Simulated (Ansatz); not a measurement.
# C2H8BNSi: what the fields show

```yaml
atoms:
  - { symbol: B, position_ang: [-0.2289, 1.4165, 1.1999] }
  - { symbol: C, position_ang: [-0.0150, 0.1082, 0.4094] }
  - { symbol: Si, position_ang: [-1.6376, 0.0564, -0.6585] }
  - { symbol: N, position_ang: [1.0880, 0.1098, -0.5305] }
  - { symbol: C, position_ang: [1.9224, -0.8462, -0.4950] }
  - { symbol: H, position_ang: [0.2931, 2.4333, 0.8573] }
  - { symbol: H, position_ang: [-0.9893, 1.4155, 2.1243] }
  - { symbol: H, position_ang: [-2.8000, -0.2544, 0.2153] }
  - { symbol: H, position_ang: [-1.8729, 1.3479, -1.3519] }
  - { symbol: H, position_ang: [-1.4708, -1.0215, -1.6654] }
  - { symbol: H, position_ang: [1.8638, -1.6855, 0.2157] }
  - { symbol: H, position_ang: [2.7571, -0.8501, -1.1972] }
  - { symbol: H, position_ang: [-0.0780, -0.8014, 1.0395] }
```

Level of theory: RKS B3LYP/6-31G* (Ansatz 0.2.0).

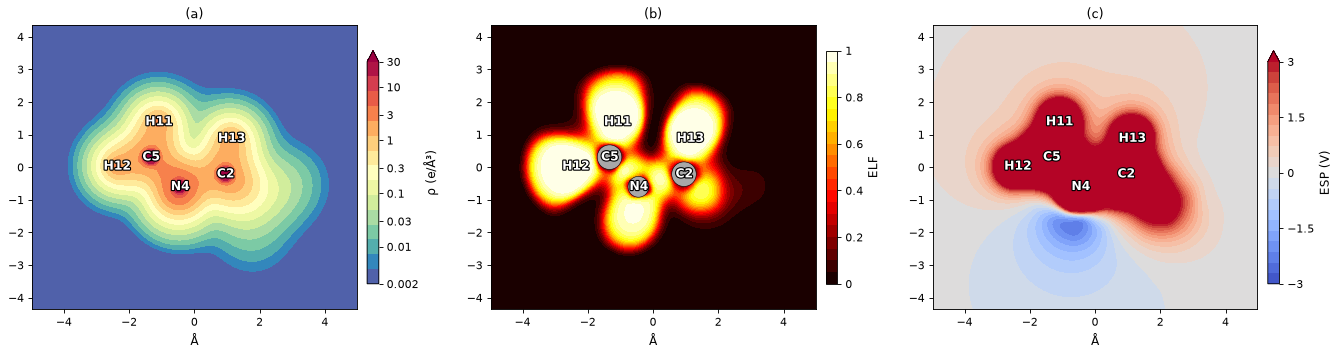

Figure 1. (a) total electron density; (b) electron localisation function; (c) molecular electrostatic potential on the plane of atoms N4, C5 and H11. Grey discs cover the atomic cores in the ELF map.

Question: Describe what can be read from this map.

Answer: The plane passes through C, N and H nuclei.
C–N (1.27 Å): ρ at the midpoint is about 2.8 e/Å³; the ELF peaks at about 0.90 between the atoms: a multiple bond.
C–H (1.09 Å): ρ at the midpoint is about 2 e/Å³; the ELF climbs to about 1 towards the hydrogen, as it does in any bond to H: an ordinary covalent bond to hydrogen.
C–N (1.45 Å): ρ at the midpoint is about 1.9 e/Å³; the ELF peaks at about 0.90 between the atoms (localised, covalent bonding).
The ELF also peaks beside N4, away from the bonds: lone-pair regions.
Outside the dense part of the molecule the potential is most negative (−2.4 V) near N4.

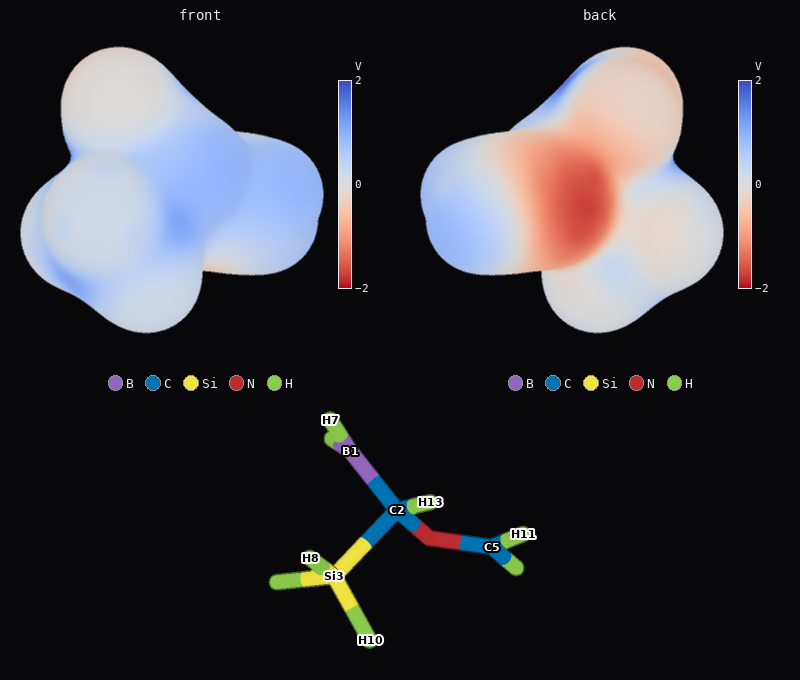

Figure 2. The molecular electrostatic potential painted on the density surface at 0.002 e/bohr³, seen from the front and from behind; red is negative and blue positive. The bare structure is drawn below in the same view.

Question: Where is the surface potential most negative and most positive?

Answer: The most negative region (about −1.6 V, or −37 kcal/mol for a unit charge) lies over N4, the most positive (about +1.3 V, or +30 kcal/mol for a unit charge) over B1. N4 is the likeliest acceptor of a hydrogen bond.

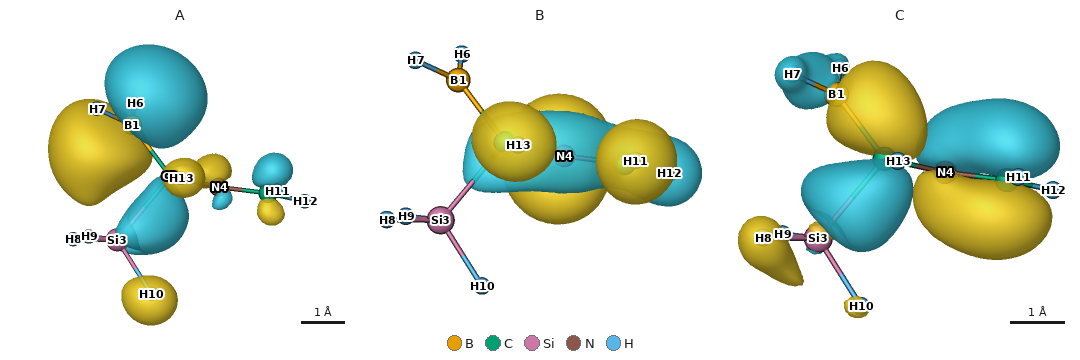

Figure 3. Three frontier orbitals at ±0.1 Å⁻³ᐟ² (yellow and cyan are the two phases), in no order.

Question: Which picture is the HOMO−1, the HOMO and the LUMO?

Answer: C is the HOMO−1 (−7.53 eV). By Hirshfeld shares it lies mainly on C5 (about 25 %), C2 (about 20 %), N4 (about 20 %), Si3 (about 10 %) and B1 (about 10 %). B is the HOMO (−7.08 eV). Its weight (Hirshfeld) is mainly on N4 (about 60 %), C5 (about 10 %), C2 (about 10 %) and H11 (about 5 %). A is the LUMO (−1.32 eV). Its weight (Hirshfeld) is mainly on B1 (about 55 %), Si3 (about 10 %), C2 (about 10 %) and H7 (about 5 %).

Question: What is the HOMO–LUMO gap?

Answer: 5.76 eV between the orbital energies.
